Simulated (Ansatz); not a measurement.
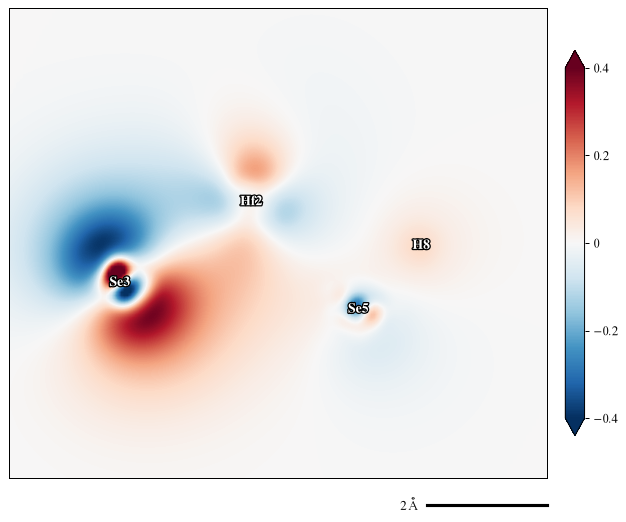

Figure 1: ClH3HfSe3 (SMILES [Cl][Hf]([SeH])([SeH])[SeH]). The HOMO−1 on the plane of atoms Se3, Hf2 and Se5 (values in Å⁻³ᐟ²; the overall sign is arbitrary).

Geometry: PBE0-D4/def2-SVP; core potentials replace the inner electrons of Hf.

Computed with Ansatz, isolated molecule in a Gaussian basis; Kohn-Sham density functional theory, functional PBE0.

The calculation's input:

```
crystal:
  periodic: [false, false, false]
  atoms:
    - {symbol: Cl, position_ang: [-2.376456, -1.338610, 1.307874]}
    - {symbol: Hf, position_ang: [-0.416075, -0.361628, 0.495336]}
    - {symbol: Se, position_ang: [1.643577, -1.234851, 1.718819]}
    - {symbol: Se, position_ang: [-0.523830, 2.189919, 0.680999]}
    - {symbol: Se, position_ang: [0.035137, -0.972977, -1.939943]}
    - {symbol: H, position_ang: [2.216126, 0.122841, 1.636096]}
    - {symbol: H, position_ang: [0.325555, 2.250975, -0.524815]}
    - {symbol: H, position_ang: [-1.326897, -0.510873, -2.284544]}
basis:
  gaussian: {orbitals: def2-SVPD}
hamiltonian: {xc: pbe0}
output: {forces: true, orbitals: {seedname: orbitals}}
```

Command:

```sh
ansatz run input.yaml --threads 2 --pin off --max-ram 6090MiB --events-out events.jsonl --progress --plain --runs-dir runs
```

Where does this orbital lie, and at what energy?

Answer. By Hirshfeld shares it lies mainly on Se3 (about 45 %), Se5 (about 30 %) and Hf2 (about 15 %). Its energy is −7.80 eV.
